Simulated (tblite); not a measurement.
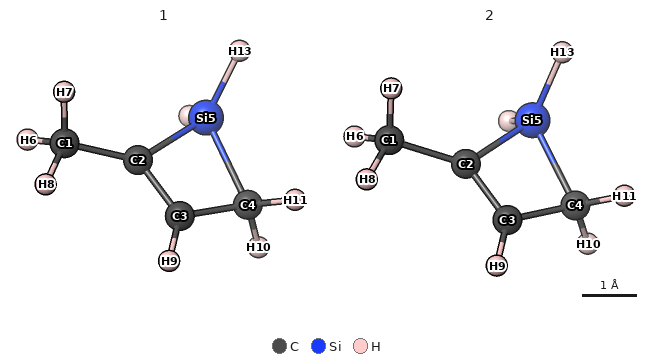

Two geometries of C4H8Si, drawn at one scale. One is the start of a relaxation, the other its converged end. Style: ball-and-stick. Shown at a tilt.

All numbers below come from tblite, GFN2-xTB geometry optimisation, gas phase. 

Q: Which geometry has the lower energy?

A: Structure 1 is the relaxed one. The largest moves after the best rigid fit, 0.16 Å, are those of H atoms. By element the largest moves are H 0.16 Å, C 0.09 Å, Si 0.06 Å. Some distances before and after: C–C 1.566 → 1.489 Å, C–Si 1.888 → 1.927 Å, C–C 1.544 → 1.507 Å, H–Si 1.486 → 1.463 Å. Among the angles between lasting bonds that change: H–Si–H 117.5° → 111.0°, C–C–Si 131.2° → 136.9°, C–Si–H 112.5° → 117.8°. After 32 geometry steps the energy has fallen by 5.58 kcal/mol. Cost: 0.27 s on 1 thread of Arm Neoverse N1, with other jobs on the host.
